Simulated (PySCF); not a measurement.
## NMR shielding calculation of C5H10Si

System: C5H10Si.
Method: GIAO PBE0/pcSseg-1 NMR shielding, non-relativistic, gas phase (PySCF 2.14.0).

The geometry comes from this level: GFN2-xTB. It belongs to a series of runs on one base structure; here: H on C replaced by C2H5. Figures and captions count atoms from 1; the log counts them from 0 in places.

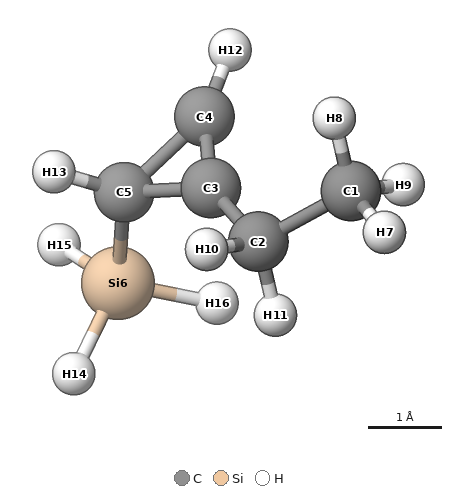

The input geometry (ball-and-stick view, seen at a tilt; atoms are numbered from 1 in the order of the input). Bond lengths as drawn: C–C 1.29 to 1.53 Å, C–H 1.06 to 1.10 Å, C–Si 1.88 Å and H–Si 1.46 to 1.47 Å.

Key numbers:

| quantity | value |
| --- | --- |
| outcome | converged |
| total energy | −485.543965 hartree |
| HOMO | −6.58 eV |
| LUMO | 0.20 eV |
| dipole moment | 1.61 D |
| isotropic shielding, C | 52.6 to 181.6 ppm |
| isotropic shielding, Si | 416.1 ppm |
| isotropic shielding, H | 25.0 to 31.1 ppm |
| hardware | 1 CPU thread, shared host |
| wall time | 18 s |
| peak memory | 0.72 GiB |

Input file:
```
{"job": {"kind": "nmr", "xc": "PBE0", "basis": "pcSseg-1"}, "charge": 0, "multiplicity": 1}
C      2.530064    -0.027260    -0.475330
C      1.368778     0.104139     0.506570
C      0.105043     0.414347    -0.169403
C     -0.617412     0.644687    -1.218924
C     -1.366551     0.655777     0.100973
Si    -2.516036    -0.744796     0.613779
H      3.451748    -0.255733     0.055050
H      2.666577     0.899805    -1.027003
H      2.332596    -0.823772    -1.188677
H      1.580119     0.891843     1.237892
H      1.240796    -0.828708     1.066527
H     -0.731247     0.773811    -2.266149
H     -1.623412     1.641652     0.498465
H     -2.497387    -0.875880     2.074097
H     -3.885845    -0.469139     0.174144
H     -2.045431    -1.991830     0.006576
```

The first line tells a small driver script what to run in PySCF; the rest is the geometry in Å.

Command:
```bash
OMP_NUM_THREADS=1 python <driver script> task.json out
```

Output:
```
coarse grid: 13256 points
cycle   1  E = -485.4714812004  dE =  6.151e-01  |g| = 3.596e-01  |ddm| = 3.543e+00
cycle   2  E = -485.4692474697  dE =  2.234e-03  |g| = 3.789e-01  |ddm| = 7.788e-01
cycle   3  E = -485.5073311478  dE = -3.808e-02  |g| = 3.274e-02  |ddm| = 4.609e-01
cycle   4  E = -485.5075222002  dE = -1.911e-04  |g| = 1.831e-02  |ddm| = 5.242e-02
cycle   5  E = -485.5076006071  dE = -7.841e-05  |g| = 4.999e-03  |ddm| = 2.259e-02
cycle   6  E = -485.5076060349  dE = -5.428e-06  |g| = 2.035e-03  |ddm| = 6.314e-03
final grid: 121688 points
cycle   7  E = -485.5439471898  dE = -2.250e-05  |g| = 8.167e-03  |ddm| = 2.612e-02
cycle   8  E = -485.5439291353  dE =  1.805e-05  |g| = 1.174e-02  |ddm| = 1.946e-02
cycle   9  E = -485.5439640085  dE = -3.487e-05  |g| = 2.189e-03  |ddm| = 1.178e-02
cycle  10  E = -485.5439651828  dE = -1.174e-06  |g| = 1.489e-04  |ddm| = 2.414e-03
cycle  11  E = -485.5439651874  dE = -4.589e-09  |g| = 5.739e-05  |ddm| = 2.572e-04
cycle  12  E = -485.5439651881  dE = -6.935e-10  |g| = 2.047e-05  |ddm| = 7.698e-05
```

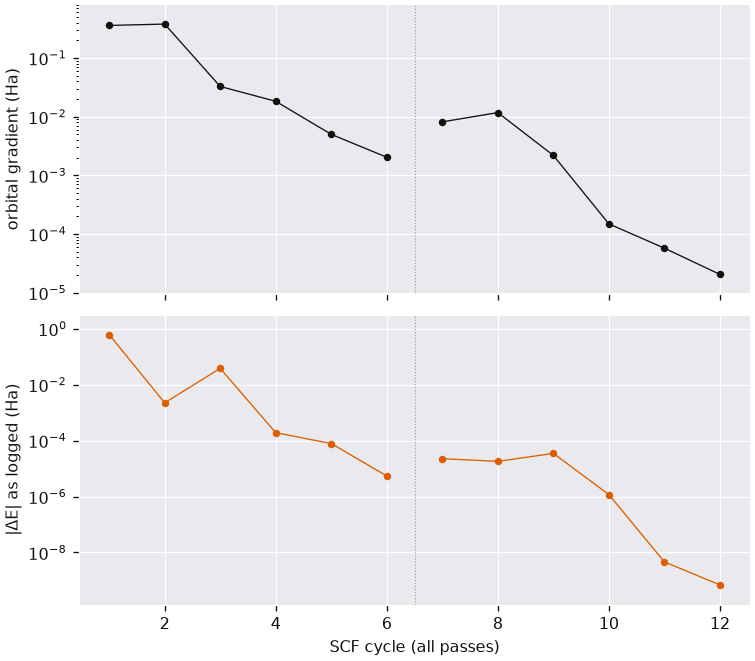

Convergence of the self-consistent field: orbital gradient and size of the energy change against the SCF cycle. The dotted line marks the change from a coarse to the final integration grid. The first 6 cycles use a coarse grid, the final grid takes over at cycle 7, and the field converges after 12 cycles in all.

```
converged SCF energy = -485.5439651881

GIAO shielding tensors (ppm)
atom      isotropic    diamagn.    paramagn.     s11        s22        s33       span
  0 C      172.970     246.243     -73.273    162.901    168.731    187.277     24.376
  1 C      161.134     246.135     -85.001    148.829    161.905    172.667     23.838
  2 C       52.632     259.562    -206.930    -89.516     89.154    158.259    247.775
  3 C       78.763     256.111    -177.348    -60.019    121.005    175.303    235.321
  4 C      181.627     252.184     -70.557    142.126    153.563    249.191    107.065
  5 Si     416.117     879.943    -463.826    370.343    406.159    471.850    101.507
  6 H       30.428      27.499       2.930     25.743     27.744     37.798     12.055
  7 H       30.321      29.098       1.223     26.311     28.592     36.061      9.750
  8 H       30.338      29.736       0.602     26.269     28.904     35.841      9.573
  9 H       29.030      29.693      -0.664     24.213     27.845     35.031     10.818
 10 H       29.039      30.805      -1.767     24.119     28.295     34.703     10.584
 11 H       25.034      34.568      -9.534     21.132     25.000     28.969      7.837
 12 H       31.056      31.677      -0.621     24.071     28.164     40.933     16.862
 13 H       27.586      29.260      -1.674     24.187     26.063     32.509      8.322
 14 H       27.644      28.846      -1.202     24.474     25.654     32.802      8.328
 15 H       28.540      29.315      -0.775     25.741     26.993     32.886      7.145
```

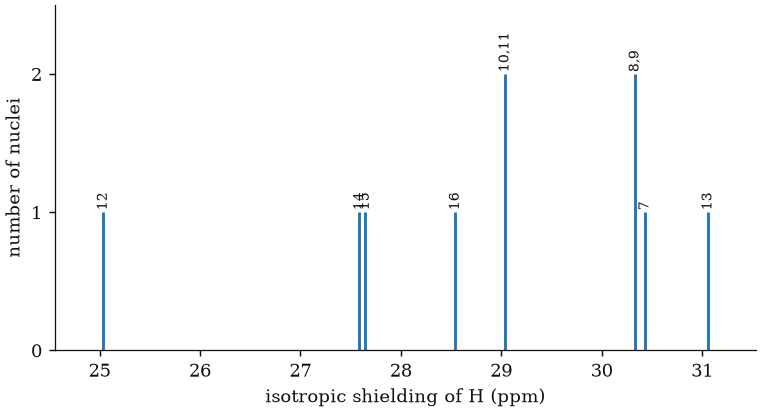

Isotropic shieldings of the hydrogen nuclei in this fixed geometry, labelled by atom number; shielding grows to the right, so chemical shift grows to the left. The least shielded is H12 (25.0 ppm), the most shielded H13 (31.1 ppm).

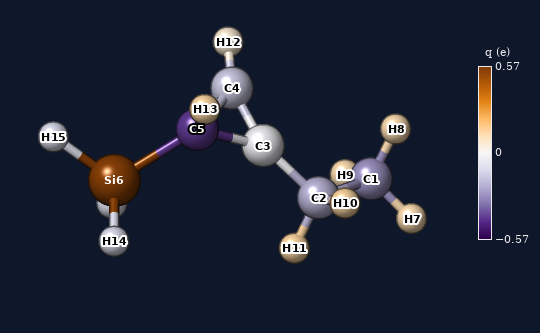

Mulliken charges, as the colour of each atom (ball-and-stick view, seen at a tilt; atoms are numbered from 1 in the order of the input). By element: C −0.42 to −0.03, Si +0.55 and H −0.10 to +0.14 e.
